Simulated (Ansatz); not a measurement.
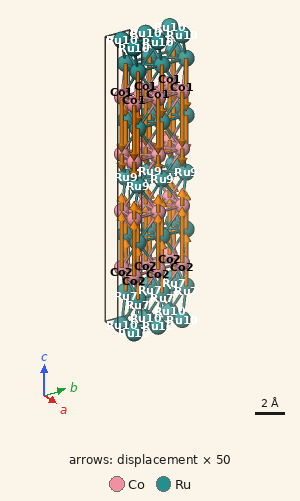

This is a relaxation of a crystal of Co$_{2}$Ru$_{3}$ (a generated structure, set up in P-6m2) (coarse preliminary run). The starting structure is drawn; orange arrows show the displacements (the part carried along by the change of the cell is left out), 50 times their true length.

A ball-and-stick model of the cell of the calculation, repeated 2 × 3 × 1 with one cell outlined, seen slightly off an axis.

Level of theory: DFT PBE, scalar-relativistic, plane waves, PAW in Ansatz. Set-up: plane-wave cutoff 420 eV; k-point mesh 6 × 6 × 1; occupations gaussian; smearing width 0.1 eV; collinear spin; cell and atoms relaxed; force threshold 0.04 eV/Å; at most 70 steps.

What did the optimiser do to the structure, and how much energy did it gain?

Answer. After 3 accepted moves (4 points after the start) the energy has fallen by 34.8 meV per atom. Largest force component: 1.1 eV/Å at the start, 0.0078 eV/Å at the end. The pressure goes from 14.08 to 0.04 GPa. The SCF was repeated once at an unchanged geometry on a basis and grid sized afresh for the cell, which shifted the energy by 0.4 meV per atom at most. The largest moves relative to the cell, 0.082 Å, are those of Co atoms. By element the largest moves are Co 0.082 Å, Ru 0.078 Å. The volume changes by +4.3 %, with a = b 2.613 → 2.665 Å (+2.0 %), c 20.643 → 20.700 Å (+0.3 %). Some distances before and after: Ru–Ru 2.557 → 2.642 Å, Ru–Ru 2.613 → 2.665 Å, Co–Co 2.613 → 2.665 Å, Co–Ru 2.557 → 2.583 Å. The space group stays P-6m2 (No. 187). The run took 68 s on 4 threads of Intel(R) Xeon(R) Processor @ 2.50GHz (Skylake/Cascade Lake), on a shared host, peak memory 0.69 GiB.

Limits of the set-up: the k-point mesh is coarse for a cell with partly filled bands.
